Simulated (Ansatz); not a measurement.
## Geometry relaxation, with input and output: TaNH2ClF4 (part 2 of 2)

The same run, continued: TaNH2ClF4, multiplicity 2; UKS PBE/def2-SVP (Ansatz 0.2.0). The input holds or restrains some coordinates. Forces given for the steps count only the free coordinates. It belongs to a series of runs on one base structure; here: pulled along the bonds that form and break, towards end B.

Geometry of the input (Å):
```
Ta 0.0000  0.0000  0.0000
Cl 2.7200  0.0000  0.0000
N  0.0000  0.0000  2.1600
H  -0.2456  -0.8845  2.6900
H  0.2456  0.8845  2.6900
F  0.0000  0.0000  -1.9300
F  -0.9650  1.6714  0.0000
F  -0.9650  -1.6714  0.0000
F  4.5200  0.0000  0.0000
```

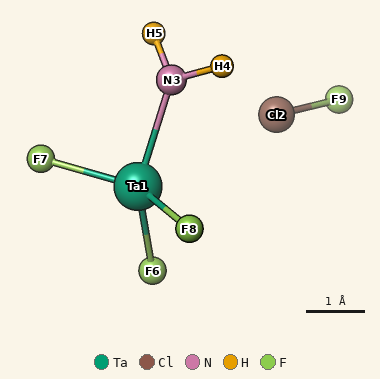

**Figure 1.** The geometry at step 13 of the log (ball-and-stick view, seen at a tilt; atoms are numbered from 1 in the order of the input).

### Trajectory as extended XYZ, continued
```
9
Properties=species:S:1:pos:R:3:forces:R:3 step=4 energy=-26437.99050
Ta   -0.5085    0.0110    0.0722   -0.0214   0.0648  -0.8193
Cl    3.1550   -0.0107    0.0254   -3.1841  -0.0222   0.0313
N    -0.2108    0.0416    2.0246    1.2626  -1.0797   2.0339
H    -0.0430   -0.8737    2.5940   -0.3660   1.6425  -1.1252
H     0.2742    0.7912    2.5868   -0.5605  -0.5661  -0.5489
F     0.0453    0.0026   -1.7671    0.1459  -0.0258   0.3439
F    -1.0606    1.8061   -0.0083   -0.0666   0.0519   0.0546
F    -1.0985   -1.7714    0.0675   -0.1192  -0.0909   0.0394
F     4.7569    0.0033    0.0149    2.9093   0.0255  -0.0097
9
Properties=species:S:1:pos:R:3:forces:R:3 step=5 energy=-26438.09621
Ta   -0.5460    0.0038    0.0555    0.2994   0.1300  -0.0541
Cl    3.1149    0.0211    0.0359   -3.2084   0.1191  -0.0018
N    -0.1450    0.0191    2.0097    0.5612  -0.2514   0.9329
H     0.1249   -0.8572    2.5380   -0.2715   0.8795  -0.5679
H     0.1910    0.8343    2.5830   -0.2692  -0.6537  -0.5801
F     0.1387    0.0056   -1.7335   -0.0562  -0.0345   0.2610
F    -1.1084    1.7993    0.0154   -0.0133  -0.0460   0.0155
F    -1.1743   -1.7693    0.0596    0.0019  -0.0107  -0.0305
F     4.7143   -0.0567    0.0464    2.9561  -0.1322   0.0250
9
Properties=species:S:1:pos:R:3:forces:R:3 step=6 energy=-26438.18148
Ta   -0.5823    0.0151    0.0510    0.3949  -0.0476   0.1250
Cl    3.0761   -0.1382    0.1375   -2.5620  -0.1916   0.0988
N    -0.1153    0.0161    1.9944    0.2425   0.3905   0.1310
H     0.1958   -0.8387    2.4817   -0.0328   0.1068  -0.0305
H     0.2706    0.8397    2.5106   -0.2516  -0.5323  -0.3638
F     0.1545    0.0098   -1.7095   -0.1027  -0.0031   0.1477
F    -1.1620    1.8044    0.0319    0.0129  -0.0008  -0.0139
F    -1.2148   -1.7574    0.0431    0.0054   0.0454  -0.0110
F     4.6875    0.0493    0.0692    2.2933   0.2326  -0.0833
9
Properties=species:S:1:pos:R:3:forces:R:3 step=7 energy=-26438.20916 accepted=F
Ta   -0.5908    0.0038    0.0521    0.3775   0.0700   0.0974
Cl    3.0665    0.0555    0.1574   -2.3844   0.1176   0.0773
N    -0.1045    0.0062    1.9884    0.1235   0.3696  -0.0938
H     0.2078   -0.8445    2.4716    0.0315  -0.0581   0.0771
H     0.3039    0.8270    2.4770   -0.1688  -0.3382  -0.1821
F     0.1313   -0.0045   -1.7118   -0.0698  -0.0059   0.0993
F    -1.1650    1.7944    0.0331   -0.0131  -0.0150  -0.0111
F    -1.2311   -1.7648    0.0455    0.0081   0.0022   0.0006
F     4.6920   -0.0731    0.0966    2.0955  -0.1421  -0.0647
9
Properties=species:S:1:pos:R:3:forces:R:3 step=8 energy=-26438.16588
Ta   -0.5883    0.0131    0.0516    0.3000  -0.0077   0.0094
Cl    3.0714   -0.0650    0.1678   -2.9512  -0.0834   0.1021
N    -0.0887    0.0097    1.9777    0.0826   0.1749   0.0442
H     0.2189   -0.8387    2.4703    0.0124  -0.0261   0.0256
H     0.2949    0.8280    2.4796   -0.0766  -0.1613  -0.1148
F     0.1067    0.0045   -1.7213   -0.0210  -0.0068   0.0236
F    -1.1642    1.8023    0.0316   -0.0092   0.0442   0.0044
F    -1.2209   -1.7572    0.0463   -0.0155  -0.0346  -0.0023
F     4.6802    0.0034    0.1065    2.6785   0.1010  -0.0921
9
Properties=species:S:1:pos:R:3:forces:R:3 step=9 energy=-26438.13023
Ta   -0.6054    0.0156    0.0455    0.2434  -0.0256  -0.0499
Cl    3.0506   -0.0660    0.2429   -3.3567  -0.1153   0.1409
N    -0.0370    0.0047    1.9480   -0.1775  -0.0632  -0.1969
H     0.2720   -0.8371    2.4402    0.0780  -0.1957   0.1107
H     0.3564    0.8179    2.4233    0.1376   0.2649   0.1640
F     0.0445    0.0007   -1.7417    0.0084  -0.0018  -0.0507
F    -1.1770    1.8064    0.0360   -0.0042   0.0673   0.0133
F    -1.2397   -1.7534    0.0485   -0.0216  -0.0656   0.0090
F     4.6454    0.0112    0.1673    3.0925   0.1351  -0.1403
9
Properties=species:S:1:pos:R:3:forces:R:3 step=10 energy=-26438.13303
Ta   -0.6106    0.0113    0.0413    0.2929  -0.0500  -0.0180
Cl    3.0448   -0.0564    0.2470   -3.3225  -0.1081   0.1266
N    -0.0348    0.0023    1.9427   -0.1515  -0.0589  -0.1782
H     0.2775   -0.8374    2.4382    0.0720  -0.1661   0.0927
H     0.3578    0.8199    2.4136    0.1170   0.2196   0.1394
F     0.0269   -0.0045   -1.7504    0.0121   0.0013  -0.0475
F    -1.1511    1.8107    0.0475   -0.0393   0.0971  -0.0014
F    -1.2414   -1.7595    0.0507   -0.0408  -0.0581   0.0123
F     4.6408    0.0135    0.1795    3.0600   0.1232  -0.1259
9
Properties=species:S:1:pos:R:3:forces:R:3 step=11 energy=-26438.15447
Ta   -0.6197    0.0064    0.0296    0.2864   0.0253  -0.0144
Cl    3.0303    0.0435    0.3320   -3.0864   0.1082   0.2399
N    -0.0112   -0.0044    1.9257    0.0012  -0.0413  -0.0277
H     0.3152   -0.8504    2.4135   -0.0046   0.0397  -0.0240
H     0.3928    0.8158    2.3960    0.0151   0.0106   0.0215
F    -0.0026   -0.0149   -1.7723   -0.0330  -0.0088   0.0566
F    -1.1550    1.8108    0.0424   -0.0052  -0.0179   0.0019
F    -1.2661   -1.7617    0.0592    0.0136   0.0152  -0.0045
F     4.6264   -0.0450    0.1838    2.8130  -0.1311  -0.2492
9
Properties=species:S:1:pos:R:3:forces:R:3 step=12 energy=-26438.21191 accepted=F
Ta   -0.6151    0.0149    0.0372    0.3517  -0.0685   0.0815
Cl    3.0393   -0.1227    0.2302   -2.3988  -0.1600   0.0322
N    -0.0379    0.0073    1.9438    0.0399   0.1360  -0.0132
H     0.2895   -0.8405    2.4260    0.0098   0.0109   0.0105
H     0.3657    0.8288    2.4235   -0.0654  -0.1629  -0.0967
F     0.0261   -0.0014   -1.7550   -0.0234  -0.0008   0.0312
F    -1.1652    1.8137    0.0459   -0.0100   0.0057  -0.0069
F    -1.2520   -1.7560    0.0574   -0.0174   0.0399  -0.0040
F     4.6596    0.0559    0.2011    2.1134   0.1997  -0.0346
9
Properties=species:S:1:pos:R:3:forces:R:3 step=13 energy=-26438.15145
Ta   -0.6223    0.0088    0.0267    0.2821   0.0088  -0.0082
Cl    3.0256    0.0254    0.3463   -3.1372   0.0907   0.2479
N     0.0032   -0.0013    1.9166   -0.0170  -0.0370  -0.0021
H     0.3300   -0.8460    2.4055    0.0049   0.0275  -0.0251
H     0.3974    0.8203    2.3918    0.0233   0.0179   0.0147
F    -0.0197   -0.0086   -1.7794   -0.0253  -0.0062   0.0336
F    -1.1683    1.8097    0.0456   -0.0047  -0.0036   0.0008
F    -1.2568   -1.7634    0.0593    0.0102   0.0091  -0.0043
F     4.6209   -0.0449    0.1977    2.8637  -0.1071  -0.2573
9
Properties=species:S:1:pos:R:3:forces:R:3 step=14 energy=-26438.14612
Ta   -0.6375    0.0134    0.0152    0.2524  -0.0371  -0.0300
Cl    3.0020   -0.0181    0.4322   -3.1884   0.0390   0.3218
N     0.0451    0.0050    1.8862    0.0102  -0.0332   0.0172
H     0.3979   -0.8349    2.3643    0.0059   0.0118  -0.0151
H     0.4342    0.8316    2.3567    0.0219   0.0242   0.0138
F    -0.0888    0.0038   -1.8077   -0.0157   0.0014   0.0271
F    -1.1941    1.8106    0.0577   -0.0064   0.0189  -0.0013
F    -1.2403   -1.7701    0.0609    0.0042   0.0140   0.0005
F     4.5913   -0.0413    0.2444    2.9159  -0.0390  -0.3339
9
Properties=species:S:1:pos:R:3:forces:R:3 step=15 energy=-26438.14494
Ta   -0.6663    0.0186   -0.0048    0.2327  -0.0662  -0.0614
Cl    2.9564   -0.0328    0.5663   -3.1819   0.0775   0.3996
N     0.1307    0.0117    1.8284    0.0237  -0.0268  -0.0132
H     0.5203   -0.8213    2.2899   -0.0079   0.0146  -0.0273
H     0.5079    0.8457    2.2957    0.0149   0.0248   0.0023
F    -0.2109    0.0223   -1.8553   -0.0432   0.0006   0.0983
F    -1.2442    1.8091    0.0747    0.0128   0.0069   0.0078
F    -1.2220   -1.7812    0.0668    0.0226   0.0416  -0.0041
F     4.5380   -0.0721    0.3482    2.9262  -0.0730  -0.4019
9
Properties=species:S:1:pos:R:3:forces:R:3 step=16 energy=-26438.16492
Ta   -0.6887    0.0209   -0.0284    0.1263  -0.0907  -0.2447
Cl    2.9039   -0.0332    0.7583   -2.9791   0.1254   0.5681
N     0.2226    0.0179    1.7619    0.1494  -0.0046  -0.0290
H     0.6392   -0.8081    2.2125   -0.0599   0.0083  -0.0129
H     0.5829    0.8596    2.2293   -0.0240   0.0209   0.0154
F    -0.3388    0.0401   -1.9060   -0.0695  -0.0053   0.2640
F    -1.2795    1.8065    0.0962    0.0390  -0.0206   0.0220
F    -1.1955   -1.7947    0.0696    0.0524   0.0913  -0.0025
F     4.4639   -0.1089    0.4167    2.7655  -0.1249  -0.5805
9
Properties=species:S:1:pos:R:3:forces:R:3 step=17 energy=-26438.15826 accepted=F
Ta   -0.7175    0.0206   -0.0595    0.2114  -0.0865  -0.3570
Cl    2.8278   -0.0403    0.9317   -2.9142   0.1585   0.4778
N     0.3560    0.0265    1.6624   -0.0601   0.0928  -0.0871
H     0.7683   -0.7971    2.1210   -0.1576  -0.0083   0.0091
H     0.6821    0.8748    2.1473   -0.1146  -0.0575  -0.0234
F    -0.5212    0.0608   -1.9671   -0.0615  -0.0148   0.5920
F    -1.3049    1.8038    0.1381    0.0497  -0.1364   0.0254
F    -1.1626   -1.8119    0.0762    0.0536   0.2144   0.0063
F     4.3822   -0.1371    0.5599    2.9933  -0.1621  -0.6431
9
Properties=species:S:1:pos:R:3:forces:R:3 step=18 energy=-26438.18454
Ta   -0.6993    0.0183   -0.0412    0.1411  -0.0351  -0.1700
Cl    2.8687   -0.0458    0.7710   -2.9561   0.1121   0.4995
N     0.2822    0.0216    1.7147    0.0950   0.0067   0.0578
H     0.6687   -0.8083    2.1850   -0.0556   0.0320  -0.0363
H     0.6223    0.8639    2.1991   -0.0343  -0.0463  -0.0476
F    -0.4188    0.0454   -1.9263   -0.0472   0.0023   0.1822
F    -1.2743    1.8060    0.1222    0.0212  -0.0221   0.0038
F    -1.1865   -1.8000    0.0766    0.0293   0.0518   0.0091
F     4.4471   -0.1012    0.5089    2.8067  -0.1014  -0.4985
9
Properties=species:S:1:pos:R:3:forces:R:3 step=19 energy=-26438.20332
Ta   -0.6894    0.0182   -0.0582    0.0747  -0.0037  -0.1369
Cl    2.8553   -0.0480    0.8545   -2.8438   0.0911   0.5715
N     0.3221    0.0217    1.6843    0.1495  -0.0534   0.2130
H     0.6451   -0.8142    2.1943   -0.0798   0.0919  -0.0990
H     0.6356    0.8618    2.1903   -0.0416  -0.0488  -0.0682
F    -0.4604    0.0481   -1.9470   -0.0051   0.0055   0.1269
F    -1.2538    1.8069    0.1310    0.0102  -0.0273  -0.0009
F    -1.1607   -1.8019    0.0813    0.0150   0.0273   0.0151
F     4.4162   -0.0927    0.4794    2.7209  -0.0826  -0.6216
9
Properties=species:S:1:pos:R:3:forces:R:3 step=20 energy=-26438.19589
Ta   -0.6974    0.0191   -0.0592    0.1266  -0.0129  -0.0489
Cl    2.8592   -0.0404    0.8326   -2.9523   0.0911   0.5602
N     0.3288    0.0200    1.6775    0.0474  -0.0004   0.0913
H     0.6423   -0.8162    2.1889   -0.0391   0.0366  -0.0683
H     0.6457    0.8594    2.1806   -0.0212  -0.0270  -0.0491
F    -0.4757    0.0502   -1.9476   -0.0073   0.0015   0.0934
F    -1.2610    1.8072    0.1350    0.0041  -0.0191   0.0004
F    -1.1611   -1.8022    0.0884    0.0082   0.0243   0.0048
F     4.4292   -0.0972    0.5139    2.8335  -0.0942  -0.5839
9
Properties=species:S:1:pos:R:3:forces:R:3 step=21 energy=-26438.19269
Ta   -0.6985    0.0203   -0.0582    0.1225  -0.0123   0.0066
Cl    2.8591   -0.0545    0.8297   -2.9853   0.0758   0.5638
N     0.3233    0.0192    1.6802    0.0247   0.0230   0.0261
H     0.6348   -0.8180    2.1875   -0.0187  -0.0194  -0.0160
H     0.6548    0.8569    2.1746   -0.0078  -0.0052  -0.0233
F    -0.4683    0.0498   -1.9431   -0.0028  -0.0001   0.0263
F    -1.2609    1.8085    0.1333   -0.0007   0.0004   0.0025
F    -1.1632   -1.7999    0.0928    0.0028   0.0016   0.0006
F     4.4290   -0.0822    0.5132    2.8653  -0.0638  -0.5867
```

### Results in brief

| quantity | value |
| --- | --- |
| outcome | converged under the restraints of the input |
| total energy | −26438.1928 eV |
| mean-field energy | −26438.1928 eV |
| ⟨S²⟩ | 0.752 |
| largest force (length of the vector) at the end, held atoms and coordinates included | 3.039 eV/Å |
| hardware | 4 threads of Arm Neoverse V2, 24 GiB of memory available, shared host |
| wall time | 62 s (CPU time 3.9 min) |
| peak memory | 0.25 GiB |
